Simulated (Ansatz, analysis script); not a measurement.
## Energy of spin spirals in NiO

Does a spiral lie below the collinear start of NiO, and how stiff are the moments?

Program: Ansatz 0.2.0. Level of theory: PBE, PAW set soft_2. Results are calculated unless marked as measured.

The experiments to compare with:

“Observation and resonant x-ray optical interpretation of multi-atom resonant photoemission effects in O 1s emission from NiO” (2006, arxiv:cond-mat/0609101) quotes from earlier work for NiO, rock salt (literature value for NiO): ordering temperature (Neel temperature) 524 K [Literature value cited from another work, not measured on this sample.].

Report form: the programs' logs are mostly left out.

## Step 1: Set-up

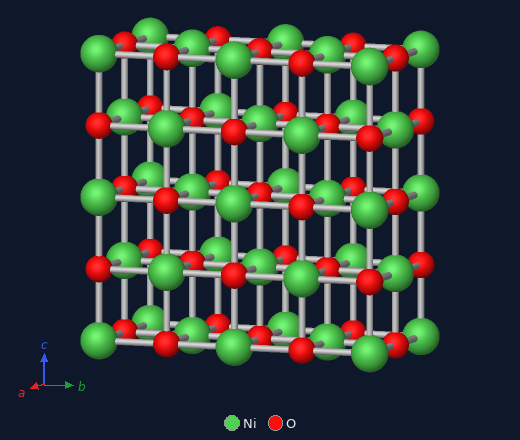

The starting structure, seen slightly off an axis (nickel green, oxygen red). 1×2×2 cells are drawn. This picture shows the conventional cell, with its axes. Some periodic images of atoms are drawn too.

## Step 2: Starting state

First a free collinear run, to see which state the typed moments lead to.

input.yaml reads:

```yaml
crystal:
  lattice:
    - [0.0, 2.0859016414, 2.0859016414]
    - [2.0859016414, 0.0, 2.0859016414]
    - [2.0859016414, 2.0859016414, 0.0]
  atoms:
    - { symbol: Ni, position: [0.0, 0.0, 0.0], spin: 2.0 }
    - { symbol: O, position: [0.5, 0.5, 0.5] }
magnetization:
  spin_polarized: true
kpoints:
  mp_grid: { grid: [8, 8, 8] }
hamiltonian:
  xc: pbe
scf:
  occupations: { method: fermi_dirac, width: 0.05 }
  max_iter: 120
  convergence: { dr2_threshold: 1.0e-08 }
output:
  write_density: true
  write_potential: true
  elf: true
  volumetric_format: npy
```

Launch:

```bash
> ansatz run input.yaml --threads 1 --pin off --max-ram 2560MiB --backend cpu --events-out ev --progress --plain --runs-dir out
```

It took 3.4 s on 1 thread of Arm Neoverse V1, shared host; peak memory 0.27 GiB.

Spin moment in the atom's sphere by atom:

| atom | spin moment in the atom's sphere (μB) |
| --- | --- |
| Ni1 | 1.45 |
| O2 | 0.30 |

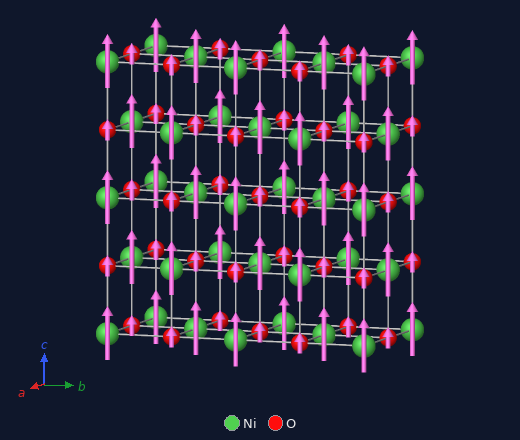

Spin moment in the atom's sphere as arrows, the longest 1.45 μB. Up and down stand for the sign. Arrows give size and sign along the axis of quantisation, drawn up and down the page. Each arrow also spans its atom, so small moments look longer than they are. 1×2×2 conventional cells are drawn. Some periodic images of atoms are drawn too.

Tables count atoms from 1; parts of the log count from 0.

The run ends ferromagnetic, with a net moment of 1.81 μB a cell. Only this order was typed.

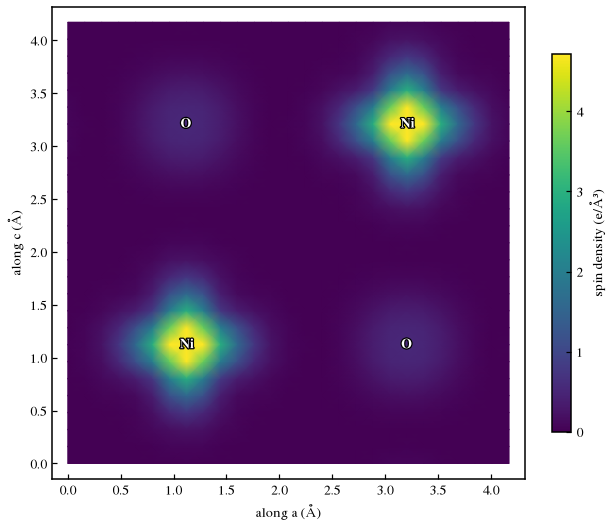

Spin density in the ac plane of the conventional cell at fractional y = 0.000, with atoms of Ni and O within 0.2 Å of it. The map starts off the cell's origin, so that atoms lie inside it.

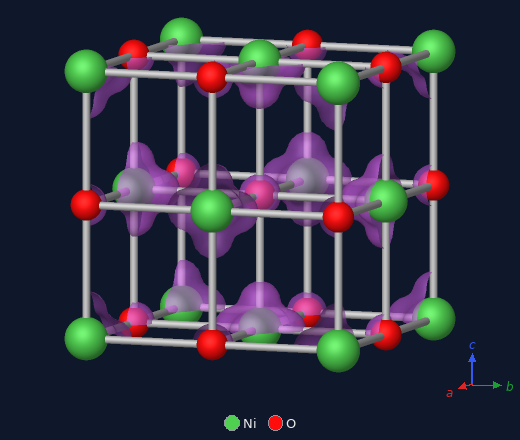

Surface of spin density = 0.37 e/Å³, which holds about 70 % of the integral of its size.

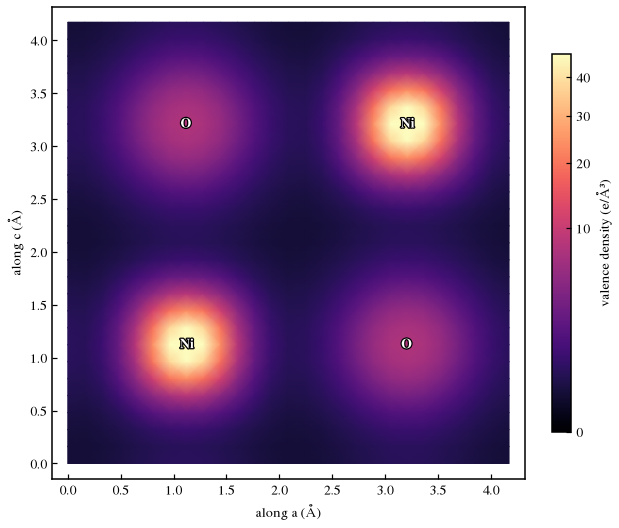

Valence density in the ac plane of the conventional cell at fractional y = 0.000, with atoms of Ni and O within 0.2 Å of it. It is the smooth field of the valence electrons, not physical close to the nuclei. The map starts off the cell's origin, so that atoms lie inside it. The colour scale is stretched toward low values.

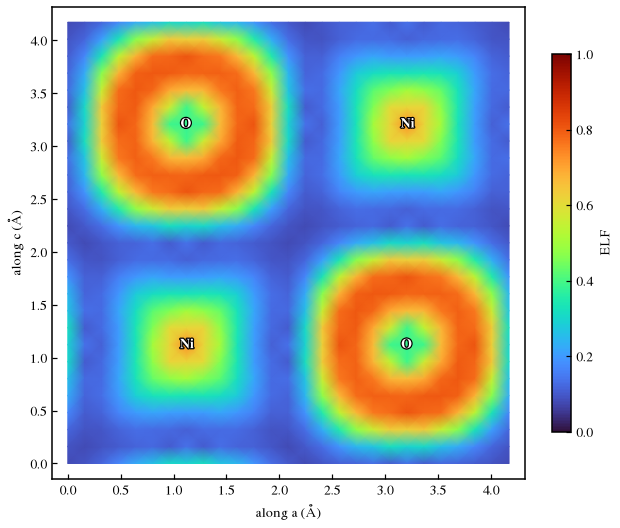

ELF in the ac plane of the conventional cell at fractional y = 0.000, with atoms of Ni and O within 0.2 Å of it. It is the smooth field of the valence electrons, not physical close to the nuclei. The map starts off the cell's origin, so that atoms lie inside it.

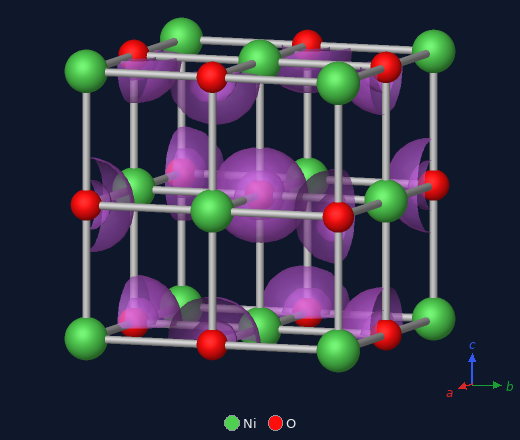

Surface of ELF = 0.73.

## Step 3: Mesh refined

Levels at the Fermi energy are partly filled, so moments and energy differences can hang on the k-mesh, and the state is solved again on a denser one.

input.yaml, the sections that differ from step 2:

```yaml
crystal:
  lattice:
    - [0.0, 2.0859016414, 2.0859016414]
    - [2.0859016414, 0.0, 2.0859016414]
    - [2.0859016414, 2.0859016414, 0.0]
  atoms:
    - { symbol: Ni, position: [0.0, 0.0, 0.0], spin: 1.45 }
    - { symbol: O, position: [0.5, 0.5, 0.5] }
kpoints:
  mp_grid: { grid: [16, 16, 16] }
basis:
  ecutwfc: 420.0
checkpoint:
  read: start
  write: ck
  compress: false
  write_wavefunctions: false
  write_every: 100000
# magnetization, hamiltonian, scf: as in step 2
# output: removed
```

Launch:

```bash
> ansatz run input.yaml --threads 2 --pin off --max-ram 5120MiB --backend cpu --events-out ev --progress --plain --runs-dir out
```

It took 3.1 s on 2 threads; peak memory 0.33 GiB.

Spin moment in the atom's sphere by atom:

| atom | spin moment in the atom's sphere (μB) |
| --- | --- |
| Ni1 | 1.39 |
| O2 | 0.27 |

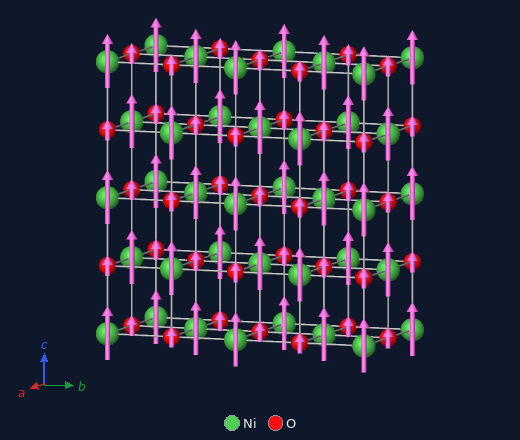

Spin moment in the atom's sphere as arrows, the longest 1.39 μB. Up and down stand for the sign. Arrows give size and sign along the axis of quantisation, drawn up and down the page. Each arrow also spans its atom, so small moments look longer than they are. 1×2×2 conventional cells are drawn. Some periodic images of atoms are drawn too.

The run ends ferromagnetic, with a net moment of 1.72 μB a cell, against 1.81 μB on the first mesh.

Each spiral starts from these moments, tilted 90° from the rotation axis z (a flat spiral); sizes are free, while the program holds flat spirals in their plane. Spin–orbit coupling is switched off, so the energy does not depend on how the axis lies in the crystal. The folder named start holds the saved collinear state, from which each run begins.

## Step 4: q = (0, 0, 0)

The reference is the same input at q = 0, so that basis and exchange-correlation form match those at other q. Every q is chosen so that q/2 is a mesh vector: every spiral then samples the k-points of q = 0, and much mesh noise cancels.

input.yaml, the sections that differ from step 3:

```yaml
crystal:
  lattice:
    - [0.0, 2.0859016414, 2.0859016414]
    - [2.0859016414, 0.0, 2.0859016414]
    - [2.0859016414, 2.0859016414, 0.0]
  atoms:
    - { symbol: Ni, position: [0.0, 0.0, 0.0], spin: 1.39, spin_axis: [1.0, 0.0, 0.0] }
    - { symbol: O, position: [0.5, 0.5, 0.5] }
magnetization:
  noncollinear: true
  spin_spiral: { q: [0.0, 0.0, 0.0] }
checkpoint:
  read: start
# kpoints, hamiltonian, scf, basis: as in step 3
```

Launch:

```bash
> ansatz run input.yaml --threads 1 --pin off --max-ram 2560MiB --backend cpu --events-out ev --progress --plain --runs-dir out
```

It took 14 s on 1 thread; peak memory 0.4 GiB.

The largest moment is 1.39 μB, against 1.39 μB in the collinear run.

## Step 5: q = (0.125, 0, 0.125)

Only q changes. The cell stays that of the crystal, since the generalised Bloch theorem carries the rotation from cell to cell.

input.yaml, as its differences from that of step 4:

```diff
@@ -20,3 +20,3 @@
   noncollinear: true
-  spin_spiral: { q: [0.0, 0.0, 0.0] }
+  spin_spiral: { q: [0.125, 0.0, 0.125] }
 checkpoint:
```

Wall time 66 s (1 thread); peak memory 0.6 GiB.

The energy of the cell lies 43.9 meV below that at q = 0, and the largest moment is 1.43 μB against 1.39 μB.

## Step 6: q = (0.125, 0.125, 0.25)

input.yaml, as its differences from that of step 5:

```diff
@@ -20,3 +20,3 @@
   noncollinear: true
-  spin_spiral: { q: [0.125, 0.0, 0.125] }
+  spin_spiral: { q: [0.125, 0.125, 0.25] }
 checkpoint:
```

Wall time 2.2 min (1 thread); peak memory 0.84 GiB.

The energy of the cell lies 88.9 meV below that at q = 0, and the largest moment is 1.45 μB against 1.39 μB.

## Step 7: q = (0.375, 0, 0.375)

input.yaml, as its differences from that of step 6:

```diff
@@ -20,3 +20,3 @@
   noncollinear: true
-  spin_spiral: { q: [0.125, 0.125, 0.25] }
+  spin_spiral: { q: [0.375, 0.0, 0.375] }
 checkpoint:
```

It took 90 s on 1 thread; peak memory 0.61 GiB.

The energy of the cell lies 22.7 meV below that at q = 0, and the largest moment is 1.42 μB against 1.39 μB.

## Step 8: q = (0.625, 0.25, 0.625)

input.yaml, as its differences from that of step 7:

```diff
@@ -20,3 +20,3 @@
   noncollinear: true
-  spin_spiral: { q: [0.375, 0.0, 0.375] }
+  spin_spiral: { q: [0.625, 0.25, 0.625] }
 checkpoint:
```

Run time: 4.8 min. Hardware: 1 thread; peak memory 1.4 GiB.

The energy of the cell lies 65.1 meV below that at q = 0, and the largest moment is 1.46 μB against 1.39 μB.

6 more runs differ from these in the same keys alone and are tabled below.

## Step 9: Side runs that gave no result

| changed | outcome |
| --- | --- |
| magnetization | cut off at the time limit |

## Step 10: The spirals together

| q (reciprocal lattice) | path length (1/Å) | E(q) − E(0) (meV a magnetic atom) | \|m\| Ni no. 1 (μB) |
| --- | --- | --- | --- |
| (0, 0, 0) | 0.000 | 0.00 | 1.39 |
| (0.125, 0, 0.125) | 0.377 | -43.92 | 1.43 |
| (0.25, 0, 0.25) | 0.753 | -88.82 | 1.41 |
| (0.375, 0, 0.375) | 1.130 | -22.74 | 1.42 |
| (0.5, 0, 0.5) | 1.506 | 36.58 | 1.36 |
| (0.625, 0.25, 0.625) | 2.039 | -65.07 | 1.46 |
| (0.5, 0.25, 0.75) | 2.571 | -68.52 | 1.41 |
| (0.375, 0.375, 0.75) | 3.104 | -65.07 | 1.46 |
| (0.25, 0.25, 0.5) | 3.636 | -176.84 | 1.42 |
| (0.25, 0.25, 0.375) | 3.962 | -167.66 | 1.42 |
| (0.125, 0.125, 0.25) | 4.288 | -88.86 | 1.45 |
| (0, 0, 0) | 4.821 | 0.00 | 1.39 |

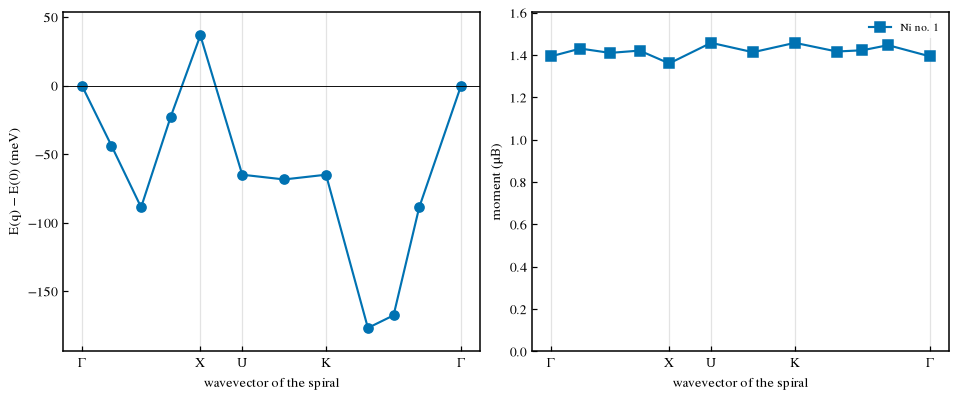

Energy a magnetic atom and moments of the spirals along the path.

## Step 11: Exchange couplings from E(q)

For rigid moments E(q) is a sum of cosines over neighbour shells, so a fit gives the couplings, and from them an ordering temperature.

E = −Σ J e·e over ordered pairs (each pair twice, J > 0 for parallel moments) is fitted to 10 points (copies by symmetry counted).

The fitted shells:

| pair | distance (Å) | neighbours a magnetic atom | J (meV) |
| --- | --- | --- | --- |
| Ni-Ni | 2.95 | 12 | 2.058 |
| Ni-Ni | 4.172 | 6 | -24.93 |
| Ni-Ni | 5.109 | 24 | -0.081 |
| Ni-Ni | 5.9 | 12 | -0.3412 |
| Ni-Ni | 6.596 | 24 | 0.2294 |

Read from the output:

| Item | Value |
| --- | --- |
| r.m.s. miss of the fit | 1.365 meV |
| ordering temperature, mean field | 1126 K |
| wavevector of the mean-field order | 0, 0, 0.5 reciprocal lattice |

## Step 12: Results

```json
{
 "lowest point of the path": "q = (0.25, 0.25, 0.5), -177 meV a magnetic atom from q = 0",
 "highest point": "36.6 meV a magnetic atom",
 "J of the nearest shell": "2.06 meV",
 "mean-field temperature": "1126 K"
}
```

**Reading.** The state at q = (0.25, 0.25, 0.5) lies 177 meV a magnetic atom below the ferromagnetic start, so that start is not the lowest state. The fitted couplings put a lower state at a point not run, q = (0, 0, 0.5) and about -271 meV, so the order is not settled by the path. The moments change by at most 5 % from their size at q = 0, so they are nearly rigid. The fit misses by 0.64 % of the energy range, so the shells describe the path well, though few points can't fix distant couplings. The temperatures are those of classical unit spins, and mean field runs high. The 11 spiral runs took 28 min of wall time, added up. Without a U, semilocal functionals delocalise the d or f electrons of such compounds, which shrinks moments, overestimates superexchange, narrows or closes the gap and can change the order. Energies are free energies at a smearing of 0.05 eV, and with partly filled levels differences shift, at times strongly, as the smearing goes to zero.

Calculation against experiment:

| quantity | measured | PBE, PAW set soft_2, mean field on the fit |
| --- | --- | --- |
| ordering temperature (K) | 524 | 1126 (+114.8 %) |

Measured values from arxiv:cond-mat/0609101 (2006).

Verdict: The ordering temperature is off by +114.8 %: a clear miss. Mean-field temperatures run high for given couplings and spin length. No cell relaxation is part of this session.

[Logs and program files are shortened in this print: banners, set-up blocks, solver, clock and traceback lines can be left out without a mark of their own.]

[Logs are printed without paths, hosts, clocks, repeated set-up lines and the standing remarks that a program may print on its own settings, such as how far it seeks lower states.]

[Hosts, paths, dates, database ids (printed as entryN), source tags and the programs' standing remarks are cut or masked in the printed files.]
